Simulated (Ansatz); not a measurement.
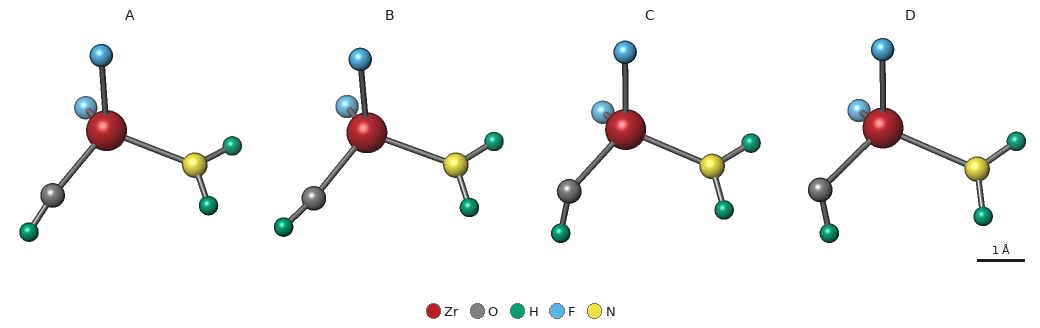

4 geometries from one relaxation of ZrNH$_{3}$OF$_{2}$, in shuffled order. Style: ball-and-stick. Shown at a tilt.

The run prepares the start of a later molecular dynamics calculation, from a guessed geometry.

Method: RHF/def2-SVP (Ansatz). Settings: no spin polarisation; force threshold 0.02 eV/Å; at most 40 steps.

Question: Put them in the order of the run, from the start to the converged end.

Answer: D, C, A, B. They are steps 0, 2, 4, 8, at +120.0 kJ/mol, +19.2 kJ/mol, +3.56 kJ/mol relative to the last. The largest move after the best rigid fit is that of an H atom, 0.67 Å. By element the largest moves are H 0.67 Å, O 0.43 Å, F 0.22 Å, Zr 0.14 Å, N 0.10 Å. Among the contacts that change: N–Zr 2.208 → 2.036 Å, O–Zr 2.070 → 1.916 Å, H–O 1.010 → 0.940 Å, F–Zr 1.980 → 1.924 Å. Among the angles between lasting bonds that change: Zr–O–H 109.5° → 172.9°, H–N–H 120.0° → 108.1°, Zr–N–H 120.0° → 126.1°. Over 8 geometry steps the energy falls by 120.0 kJ/mol. The largest force component goes from 3.1 to 0.015 eV/Å.

Limits of the set-up: Hartree-Fock leaves out electron correlation.
